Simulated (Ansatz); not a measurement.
# The gap of Ba2SrTi3O9 (perovskite [001] superlattice) (P4mm): a ladder of methods and an error budget

Wanted: the gap of Ba2SrTi3O9 (perovskite [001] superlattice) (P4mm) by functionals, hybrids and G0W0, carried to the basis limit, with what remains uncertain.

Method: density functionals, hybrids, G0W0, plane waves, PAW, in Ansatz 0.2.0.

The structure was built from a prototype and need not be the compound's stable phase.

### 1. The structure

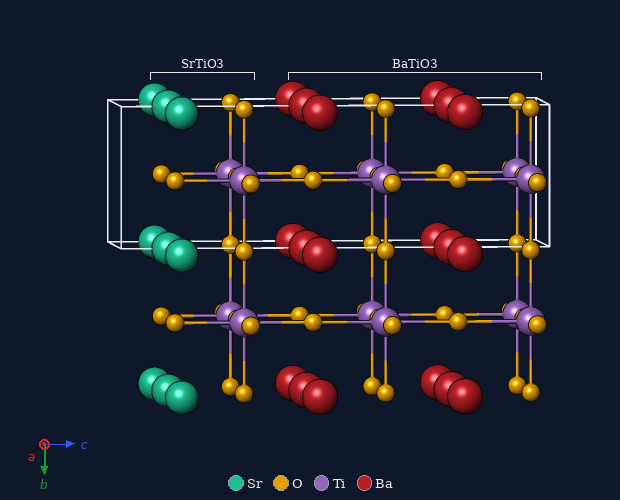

Start, viewed from the side, with the c axis across the page; strontium teal, oxygen orange, titanium purple, barium red. 2×2×1 cells are drawn. Some periodic images of atoms are drawn too.

The start is a generated structure, not a measured one. Spin-orbit coupling is left out unless a step names it.

### 2. Relaxing the structure

Gaps follow bond lengths, so the structure is brought to rest first.

This step: DFT, PBEsol, plane waves, PAW; PAW set soft_1.

The input, input.yaml:

```yaml
crystal:
  lattice:
    - [3.9525, 0.0, 0.0]
    - [0.0, 3.9525, 0.0]
    - [0.0, 0.0, 11.9542125237]
  atoms:
    - { symbol: Sr, position: [0.0, 0.0, 0.0846578316] }
    - { symbol: O, position: [0.5, 0.5, 0.0846578316] }
    - { symbol: Ti, position: [0.5, 0.5, 0.2460265053] }
    - { symbol: O, position: [0.5, 0.0, 0.2460265053] }
    - { symbol: O, position: [0.0, 0.5, 0.2460265053] }
    - { symbol: Ba, position: [0.0, 0.0, 0.4073951791] }
    - { symbol: O, position: [0.5, 0.5, 0.4073951791] }
    - { symbol: Ti, position: [0.5, 0.5, 0.5767108422] }
    - { symbol: O, position: [0.5, 0.0, 0.5767108422] }
    - { symbol: O, position: [0.0, 0.5, 0.5767108422] }
    - { symbol: Ba, position: [0.0, 0.0, 0.7460265053] }
    - { symbol: O, position: [0.5, 0.5, 0.7460265053] }
    - { symbol: Ti, position: [0.5, 0.5, 0.9153421684] }
    - { symbol: O, position: [0.5, 0.0, 0.9153421684] }
    - { symbol: O, position: [0.0, 0.5, 0.9153421684] }
kpoints:
  mp_grid: { grid: [6, 6, 2] }
hamiltonian:
  xc: pbesol
  pseudopotentials: { kind: paw, azcp: { folder: soft_1 }, xc_functional: pbe }
scf:
  occupations: { method: fermi_dirac, width: 0.02 }
relax:
  f_tol: 0.015
  max_steps: 100
  cell: {}
output:
  write_density: true
  write_potential: true
  elf: true
  volumetric_format: npy
```

Started as:

```bash
$ ansatz run input.yaml --threads 3 --pin off --max-ram 92160MiB --backend cuda --events-out ev --progress --plain --runs-dir out --devices 1 --max-vram 13GiB
```

Numbers of over 12 decimals in the logs are rounded to 6 here.

Log:

```text
GPUs: using 1 of 1 available (devices: 1).
Engine: ansatz 0.2.0, x86_64-unknown-linux-gnu
Pseudopotentials: kind: paw
Pseudopotential: Sr, paw, valence charge 10, recommended cutoff 420 eV (normal), soft_1/Sr.paw.azcp
Pseudopotential: O, paw, valence charge 6, recommended cutoff 420 eV (normal), soft_1/O.paw.azcp
Pseudopotential: Ti, paw, valence charge 12, recommended cutoff 420 eV (normal), soft_1/Ti.paw.azcp
Pseudopotential: Ba, paw, valence charge 10, recommended cutoff 420 eV (normal), soft_1/Ba.paw.azcp
Functional definition: PBEsol
  exchange = pbesol_x
  correlation = pbesol_c
device memory: the entry about to start is reckoned to put 3.7 GiB on a device that reports 41.5 GiB free (of which the cap on the GPU budget leaves the run 13.0 GiB)
GPU FFT provider: cuFFT
GPU libraries: cuBLAS 13.8.2, cuFFT 12.4.0, cuSOLVER 12.3.4
Crystal: 15 atoms, lattice volume = 186.752 Å³
Basis set: ecut = 420 eV, 3655 PW (Γ), exchange–correlation on 54×54×160 points (8 copies of the dense FFT grid, shifted against one another)
Bands: 75, of which v1, the nominal top of the filled ones, is band 60 counted from 1 (59 counted from 0)
Symmetry: 8 space group operations
Space group: P4mm (ITA 99), of the structure as read, at distance tolerance 5.7e-5 Å
k-points: 20 of 72
Non-local potential: Sr, projectors of the file, l = 0: 3, l = 1: 2, l = 2: 2
Non-local potential: O, projectors of the file, l = 0: 2, l = 1: 2, l = 2: 1
Non-local potential: Ti, projectors of the file, l = 0: 3, l = 1: 2, l = 2: 3, l = 3: 1
Non-local potential: Ba, projectors of the file, l = 0: 3, l = 1: 2, l = 2: 2, l = 3: 2
PAW form: soft (Blöchl's): semilocal exchange-correlation on the pseudo side does not see the compensation charge
PAW frozen core: Sr, regenerated for the run's functional, and the local potential with it (the file was generated under x = pbe(κ = 0.804, μ = 0.219515), c = pbe(β = 0.066725))
PAW frozen core: O, regenerated for the run's functional, and the local potential with it (the file was generated under x = pbe(κ = 0.804, μ = 0.219515), c = pbe(β = 0.066725))
PAW frozen core: Ti, regenerated for the run's functional, and the local potential with it (the file was generated under x = pbe(κ = 0.804, μ = 0.219515), c = pbe(β = 0.066725))
PAW frozen core: Ba, regenerated for the run's functional, and the local potential with it (the file was generated under x = pbe(κ = 0.804, μ = 0.219515), c = pbe(β = 0.066725))
PAW one-centre angular grid: Sr, 110 points (default); XC on 64 Gauss nodes
PAW one-centre angular grid: O, 110 points (default); XC on 64 Gauss nodes
PAW one-centre angular grid: Ti, 590 points (default); XC on 64 Gauss nodes
PAW one-centre angular grid: Ba, 194 points (default); XC on 64 Gauss nodes
[...]
E_nonlocal   = 1072.714367
  E_hartree    = 2523.370408
  E_xc         = -1560.025959
  E_vxc        = -1678.147245  (∫ρ·V_xc dr)
  E_paw        = -17316.304861  (= ΣΔE_a)
  E_vpaw       = -1025.660208  (= ΣTr[D̂ρ^β])
  E_aug_tail   = 0.006626  (compensation charges beyond the density's cutoff)
  E_ewald      = -8541.567614
  E_core_change = 1.172968  (= ΣΔE_core)
  E_smearing   = -0.000000  (= −TS)
  E_closure    = 0.000000  (closes the sum)
  Σ components = -27712.531283   (vs F -27712.531283, Δ=0.00e0)
--- Forces (eV/Å), atoms counted from 1 ---
  atom   1  Sr     0.00000000     0.00000000     0.00046807
  atom   2  O     -0.00000000    -0.00000000    -0.00346456
  atom   3  Ti     0.00000000     0.00000000     0.00534123
  atom   4  O      0.00000000    -0.00000000    -0.00163339
  atom   5  O     -0.00000000     0.00000000    -0.00163339
  atom   6  Ba    -0.00000000    -0.00000000    -0.00056357
  atom   7  O     -0.00000000    -0.00000000    -0.00619265
  atom   8  Ti    -0.00000000    -0.00000000    -0.00513095
[...]
atom  12  O     -0.00000000    -0.00000000    -0.00191460
  atom  13  Ti     0.00000000     0.00000000     0.00094314
  atom  14  O      0.00000000    -0.00000000     0.00324845
  atom  15  O     -0.00000000     0.00000000     0.00324845
  max |Σ_I F_I| component: 1.46e-5 eV/Å
--- Stress (GPa, compression-positive) ---
       -0.033057      -0.000000       0.000000
       -0.000000      -0.033057      -0.000000
        0.000000      -0.000000      -0.012206
  P = ⅓ Tr σ = -0.0261 GPa (-0.261 kbar)
--- Band table (eV; the first three rows and the last of 20) ---
  k-point 0: bands = [... 56 lower, 9.6579, 9.8367, 9.8911, 9.8911, 12.1274, 12.2156, 12.2591, 12.4191, ... 11 higher]
  k-point 1: bands = [... 56 lower, 9.7776, 9.7776, 9.8327, 9.8327, 12.1548, 12.1681, 12.2793, 12.8420, ... 11 higher]
  k-point 2: bands = [... 56 lower, 9.4007, 9.4457, 9.6505, 9.7782, 12.4393, 12.6888, 12.7372, 12.7587, ... 11 higher]
  k-point 19: bands = [... 56 lower, 10.1260, 10.2194, 10.2286, 10.2767, 14.1846, 14.1846, 14.1949, 14.1949, ... 11 higher]
--- Relaxed structure (16 steps of the walk, 14 accepted, 1 SCFs on fresh bases) ---
  F+E_penalty+E_count = -27712.53128283 eV   max|allowed force component| = 6.194e-3 eV/Å   (the final SCF, on the basis selected at the relaxed cell)
  cell:  # Å, volume = 185.4783 Å³
    - [3.934980, 0, 0]
    - [0, 3.934980, 0.0]
    - [0, 0.0, 11.978653]
  atoms:
    - { symbol: Sr, position: [0, 0, 0.084276] }
    - { symbol: O, position: [0.500000, 0.500000, 0.076646] }
    - { symbol: Ti, position: [0.500000, 0.500000, 0.248504] }
    - { symbol: O, position: [0.500000, 0, 0.236644] }
    - { symbol: O, position: [0, 0.500000, 0.236644] }
    - { symbol: Ba, position: [0, 0, 0.413335] }
    - { symbol: O, position: [0.500000, 0.500000, 0.404746] }
    - { symbol: Ti, position: [0.500000, 0.500000, 0.586818] }
    - { symbol: O, position: [0.500000, 0, 0.576582] }
    - { symbol: O, position: [0, 0.500000, 0.576582] }
    - { symbol: Ba, position: [0, 0.0, 0.751360] }
    - { symbol: O, position: [0.500000, 0.500000, 0.742178] }
    - { symbol: Ti, position: [0.500000, 0.500000, 0.924248] }
    - { symbol: O, position: [0.500000, 0, 0.915918] }
    - { symbol: O, position: [0, 0.500000, 0.915918] }
[key lines of the parts left out:]
SCF converged after 6 iterations
Free energy (F): -27712.531283 eV
Fermi energy:    11.206530 eV
```

Wall time 72 s (1 × NVIDIA H100 80GB HBM3 (shared by 6 runs) with 3 threads of AMD EPYC 7R13 (Zen 3), shared host); peak memory 1 GiB; 2 min of CPU time.

Step by step:

| step | energy less that of the first step (eV) | largest force component (eV/Å) | pressure (GPa) | volume (Å³) |
| --- | --- | --- | --- | --- |
| 1 | 0.0000 | 1.0258 | -2.18 | 186.75 |
| 2 | -0.0691 | 1.0488 | 0.16 | 184.07 |
| 3 | -0.1339 | 0.4418 | 0.73 | 183.41 |
| 4 | -0.1424 | 0.0523 | 0.07 | 184.07 |
| 5 | -0.1423 | 0.0581 | 0.01 | 184.13 |
| 6 | -0.1424 | 0.0363 | -0.01 | 184.15 |
| 7 | -0.1424 | 0.0153 | 0.00 | 184.14 |
| 8 | -0.1425 | 0.0108 | 0.00 | 184.14 |
| 9 | -0.1428 | 0.0736 | 0.05 | 184.11 |
| 10 | -0.1436 | 0.1122 | 0.10 | 184.10 |
| 11 | -0.1627 | 0.0814 | 0.02 | 184.99 |
| 12 | 1.6447 | 7.7626 | 9.42 | 187.57 |
| 13 | -0.1605 | 0.1844 | -0.31 | 185.50 |
| 14 | -0.1639 | 0.0669 | -0.08 | 185.21 |
| 15 | -0.1649 | 0.0234 | 0.04 | 185.40 |
| 16 | -0.1647 | 0.0062 | 0.00 | 185.48 |
| 17* | -0.1615 | 0.0062 | -0.03 | 185.48 |

Relaxation steps marked * repeat the geometry before them on a plane-wave basis chosen anew for their cell, so energy and pressure can jump there. Relaxation steps 12, 13 were tried and not accepted.

Forces are held to the 8 operations that the run works with; a distortion that breaks them can't arise in this run.

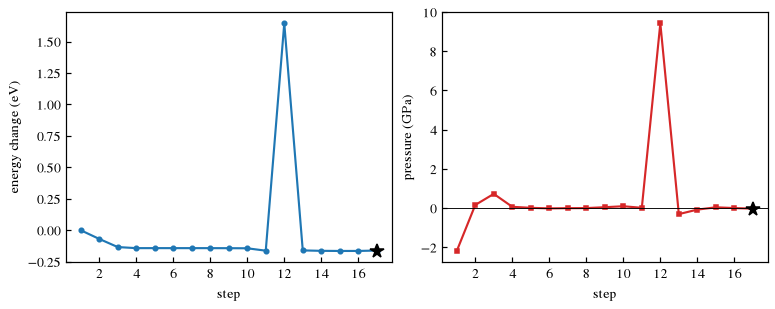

Energy and pressure along the relaxation. Stars mark steps on a basis chosen anew.

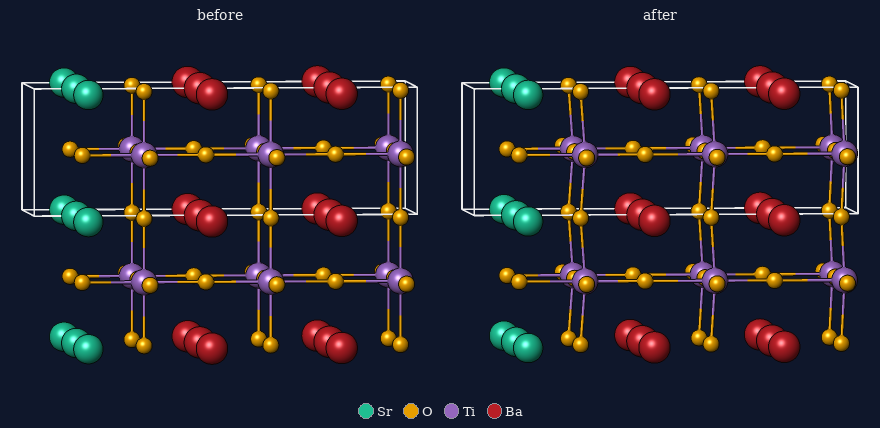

The structure before and after the relaxation, drawn at the same scale.

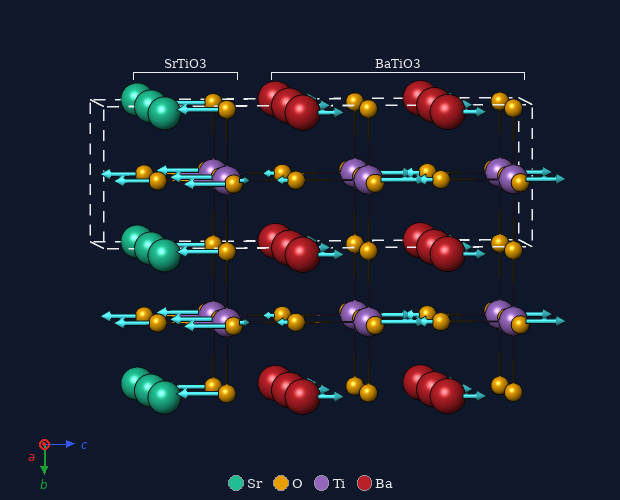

Displacements in the relaxation, exaggerated, measured against the changing cell; the longest in the cell stands for 0.12 Å. 2×2×1 cells are drawn. Some periodic images of atoms are drawn too.

| conventional cell, symmetrised | before | after | change |
| --- | --- | --- | --- |
| a (Å) | 3.952 | 3.935 | -0.4 % |
| b (Å) | 3.952 | 3.935 | -0.4 % |
| c (Å) | 11.954 | 11.979 | +0.2 % |
| volume (Å³/atom) | 12.45 | 12.37 | -0.7 % |

The atoms that moved most (Å, as changes of fractional coordinates times the final cell):

| atom | dx | dy | dz | length |
| --- | --- | --- | --- | --- |
| Ti8 | 0.000 | 0.000 | 0.121 | 0.121 |
| O4 | 0.000 | 0.000 | -0.112 | 0.112 |
| O5 | 0.000 | 0.000 | -0.112 | 0.112 |
| Ti13 | 0.000 | 0.000 | 0.107 | 0.107 |
| O2 | 0.000 | 0.000 | -0.096 | 0.096 |
| Ba6 | 0.000 | 0.000 | 0.071 | 0.071 |
| Ba11 | 0.000 | 0.000 | 0.064 | 0.064 |
| O12 | 0.000 | 0.000 | -0.046 | 0.046 |

### 3. PBEsol bands

Levels along a band path, at the cheap level, show where the edges lie and whether the meshes to come will hold them.

The input, input.yaml:

```yaml
crystal:
  lattice:
    - [3.9349802706, 0.0, 0.0]
    - [0.0, 3.9349802706, 0.0]
    - [0.0, 0.0, 11.9786531724]
  atoms:
    - { symbol: Sr, position: [0.0, 0.0, 0.084275811] }
    - { symbol: O, position: [0.5, 0.5, 0.076645523] }
    - { symbol: Ti, position: [0.5, 0.5, 0.2485044074] }
    - { symbol: O, position: [0.5, 0.0, 0.2366435965] }
    - { symbol: O, position: [0.0, 0.5, 0.2366435965] }
    - { symbol: Ba, position: [0.0, 0.0, 0.4133352158] }
    - { symbol: O, position: [0.5, 0.5, 0.40474618] }
    - { symbol: Ti, position: [0.5, 0.5, 0.586817754] }
    - { symbol: O, position: [0.5, 0.0, 0.5765820441] }
    - { symbol: O, position: [0.0, 0.5, 0.5765820441] }
    - { symbol: Ba, position: [0.0, 0.0, 0.751359634] }
    - { symbol: O, position: [0.5, 0.5, 0.7421782604] }
    - { symbol: Ti, position: [0.5, 0.5, 0.9242476745] }
    - { symbol: O, position: [0.5, 0.0, 0.9159179191] }
    - { symbol: O, position: [0.0, 0.5, 0.9159179191] }
kpoints:
  mp_grid: { grid: [6, 6, 2] }
  band_path:
    path:
      - [[0.0, 0.0, 0.0], [0.0, 0.5, 0.0], [0.5, 0.5, 0.0], [0.0, 0.0, 0.0], [0.0, 0.0, 0.5], [0.0, 0.5, 0.5], [0.5, 0.5, 0.5], [0.0, 0.0, 0.5]]
      - [[0.0, 0.5, 0.0], [0.0, 0.5, 0.5]]
      - [[0.5, 0.5, 0.0], [0.5, 0.5, 0.5]]
    npoints: 10
hamiltonian:
  xc: pbesol
  pseudopotentials: { kind: paw, azcp: { folder: soft_1 }, xc_functional: pbe }
scf:
  occupations: { method: fermi_dirac, width: 0.02 }
  n_extra_bands: 9
output:
  eigenvalues: true
  forces: true
  stress: true
  write_density: true
  write_potential: true
  elf: true
  volumetric_format: npy
```

Log:

```text
[...]
GPUs: using 1 of 1 available (devices: 1).
[...]
GPU FFT provider: cuFFT
GPU libraries: cuBLAS 13.8.2, cuFFT 12.4.0, cuSOLVER 12.3.4
Crystal: 15 atoms, lattice volume = 185.478 Å³
Basis set: ecut = 420 eV, 3633 PW (Γ), exchange–correlation on 54×54×162 points (8 copies of the dense FFT grid, shifted against one another)
Bands: 69, of which v1, the nominal top of the filled ones, is band 60 counted from 1 (59 counted from 0)
Symmetry: 8 space group operations
[...]
k-points: 20 of 72
[...]
GPU buffer pool allocated for 59049 grid points (all kernels)
[...]
SCF iter   1: F=—  HF=-27713.897524 eV  |F-HF|=—  |Δ(HF+E_count)|=         —  Δρ=5.53e-2  dr2=6.93e0  ethr=3.10e-3  ⟨swp⟩=8.8  Hψ=5825  notcnv=0
[...]
SCF iter   9: F=-27712.531283 eV  HF=-27712.531283 eV  |F-HF|=1.56e-8  |Δ(HF+E_count)|=   3.08e-8  Δρ=4.27e-6  dr2=3.44e-8  ethr=8.33e-11  ⟨swp⟩=18.7  Hψ=12954  notcnv=0
SCF 1 converged in 9 iterations: F = -27712.531283 eV  dr2 = 3.44e-8
[...]
NSCF: frozen V_eff on 93 k-points
SCF converged after 9 iterations
Free energy (F): -27712.531283 eV
[...]
Internal energy: -27712.531283 eV  (E = F + TS)
E sigma→0 (E₀):  -27712.531283 eV
Fermi energy:    11.206526 eV
[...]
--- Forces (eV/Å), atoms counted from 1 ---
  atom   1  Sr     0.00000000     0.00000000     0.00054039
  atom   2  O     -0.00000000     0.00000000    -0.00346380
  atom   3  Ti     0.00000000     0.00000000     0.00529574
  atom   4  O      0.00000000     0.00000000    -0.00162907
  atom   5  O      0.00000000     0.00000000    -0.00162907
  atom   6  Ba    -0.00000000     0.00000000    -0.00058033
  atom   7  O      0.00000000     0.00000000    -0.00618674
  atom   8  Ti     0.00000000     0.00000000    -0.00511545
  atom   9  O     -0.00000000     0.00000000     0.00357025
  atom  10  O      0.00000000     0.00000000     0.00357025
  atom  11  Ba    -0.00000000     0.00000000     0.00010605
  atom  12  O     -0.00000000     0.00000000    -0.00191850
  atom  13  Ti    -0.00000000     0.00000000     0.00097532
  atom  14  O     -0.00000000     0.00000000     0.00324151
  atom  15  O      0.00000000     0.00000000     0.00324151
  max |Σ_I F_I| component: 1.81e-5 eV/Å
--- Stress (GPa, compression-positive) ---
       -0.033172       0.000000       0.000000
        0.000000      -0.033172       0.000000
        0.000000       0.000000      -0.012285
  P = ⅓ Tr σ = -0.0262 GPa (-0.262 kbar)
--- Band table (eV; the first three rows and the last of 20) ---
  k-point 0: bands = [... 56 lower, 9.6580, 9.8367, 9.8911, 9.8911, 12.1274, 12.2156, 12.2591, 12.4191, ... 5 higher]
  k-point 1: bands = [... 56 lower, 9.7776, 9.7776, 9.8327, 9.8327, 12.1548, 12.1681, 12.2792, 12.8420, ... 5 higher]
  k-point 2: bands = [... 56 lower, 9.4007, 9.4457, 9.6504, 9.7782, 12.4393, 12.6888, 12.7372, 12.7587, ... 5 higher]
  k-point 19: bands = [... 56 lower, 10.1259, 10.2194, 10.2285, 10.2768, 14.1845, 14.1845, 14.1949, 14.1949, ... 5 higher]
```

The job ended after 18 s (1 × NVIDIA H100 80GB HBM3 (shared by 6 runs) with 3 threads; peak memory 1.1 GiB).

In the SCF lines HF is the Harris–Foulkes energy and dr2 the Hartree energy of the density residual, in eV; the loop may stop once dr2 is under the threshold and the program's other checks hold. Hψ counts applications of the Hamiltonian.

This step gave:

- pressure: -0.02621 GPa
- filled bands: 60
- gap: 1.851 eV
- valence top at: A
- conduction bottom at: Γ
- least direct gap: 2.236 eV

The gap is indirect, with the least direct gap 0.39 eV higher.

Electronic bands along the path, in eV, zero at the top of the highest nominally filled band:

| point | band 57 | band 58 | band 59 | band 60 | band 61 | band 62 | band 63 | band 64 |
| --- | --- | --- | --- | --- | --- | --- | --- | --- |
| Γ | -0.62 | -0.44 | -0.39 | -0.39 | 1.85 | 1.94 | 1.98 | 2.14 |
| X | -1.04 | -0.89 | -0.49 | -0.34 | 2.27 | 3.33 | 3.48 | 3.70 |
| M | -0.38 | -0.07 | -0.04 | 0.00 | 3.78 | 3.78 | 4.18 | 4.18 |
| Γ | -0.62 | -0.44 | -0.39 | -0.39 | 1.85 | 1.94 | 1.98 | 2.14 |
| Z | -0.50 | -0.50 | -0.44 | -0.44 | 1.88 | 1.89 | 2.00 | 2.57 |
| R | -1.12 | -1.02 | -0.99 | -0.21 | 2.65 | 2.68 | 3.71 | 3.73 |
| A | -0.15 | -0.06 | -0.05 | 0.00 | 3.91 | 3.91 | 3.92 | 3.92 |
| Z | -0.50 | -0.50 | -0.44 | -0.44 | 1.88 | 1.89 | 2.00 | 2.57 |
| jump to X | -1.04 | -0.89 | -0.49 | -0.34 | 2.27 | 3.33 | 3.48 | 3.70 |
| R | -1.12 | -1.02 | -0.99 | -0.21 | 2.65 | 2.68 | 3.71 | 3.73 |
| jump to M | -0.38 | -0.07 | -0.04 | 0.00 | 3.78 | 3.78 | 4.18 | 4.18 |
| A | -0.15 | -0.06 | -0.05 | 0.00 | 3.91 | 3.91 | 3.92 | 3.92 |

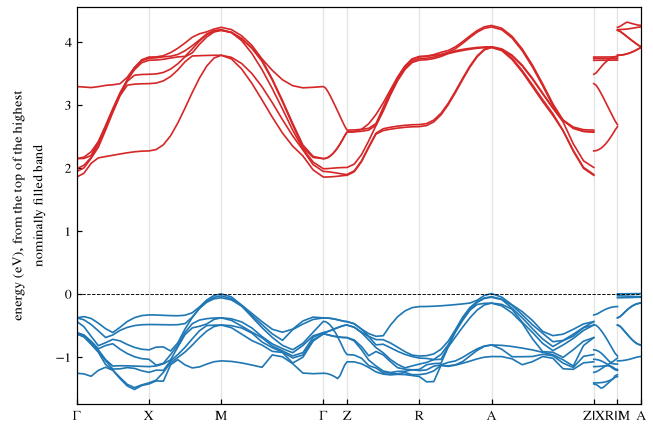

Electronic bands along the path; lines of filled and empty bands in two colours.

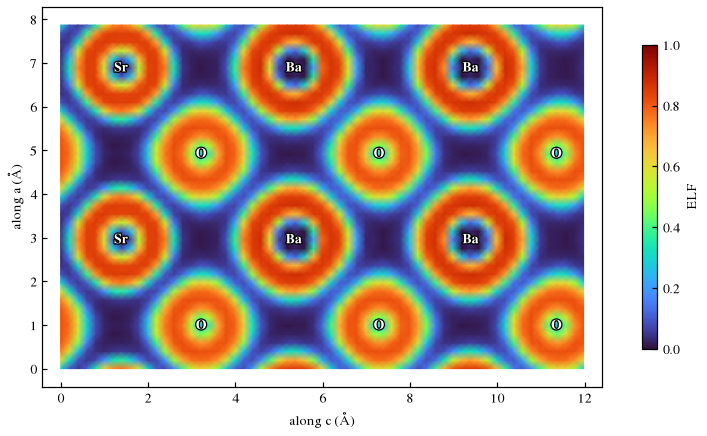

ELF in the ca plane at fractional y = 0.000, with atoms of Sr and O and Ba within 0.2 Å of it. It is the smooth field of the valence electrons, not physical close to the nuclei. The map starts off the cell's origin, so that atoms lie inside it.

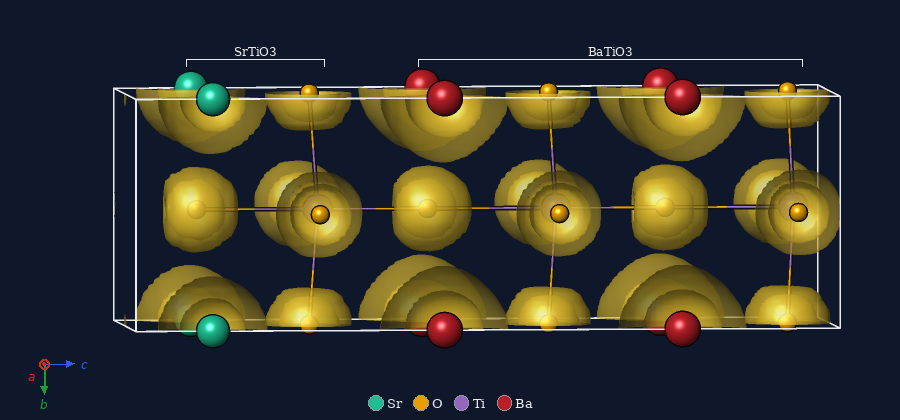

Surface of ELF = 0.8.

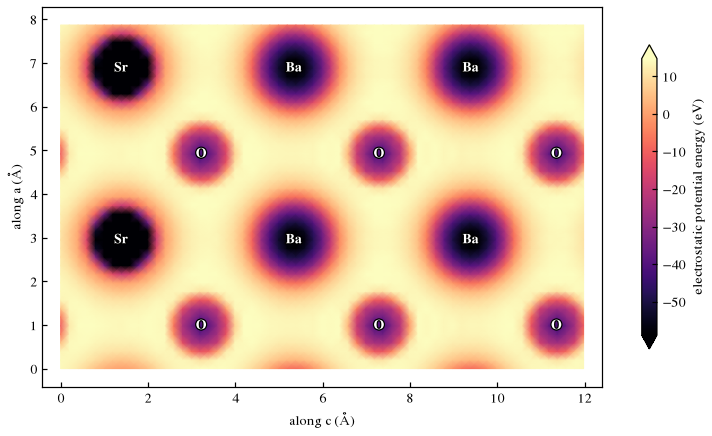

Electrostatic potential energy in the ca plane at fractional y = 0.000, with atoms of Sr and O and Ba within 0.2 Å of it. With pseudopotentials it is smooth inside the atoms' cores, unlike the true potential. The map starts off the cell's origin, so that atoms lie inside it.

(Continued in part 2 of 2.)

[Paths, hosts, dates, memory and timing lines, banners, echoed tables and standing remarks are left out of the program output.]

[Logs are printed without paths, hosts, clocks, repeated set-up lines and the standing remarks that a program may print on its own settings, such as how far it seeks lower states.]

[Runs of the session that timed out or met a known fault of the program may be left out.]

[Cells called generated may have been cut or substituted from an entry of the Crystallography Open Database or the Materials Project.]

[Hosts, paths, dates, database ids (printed as entryN), source tags and the programs' standing remarks are cut or masked in the printed files.]
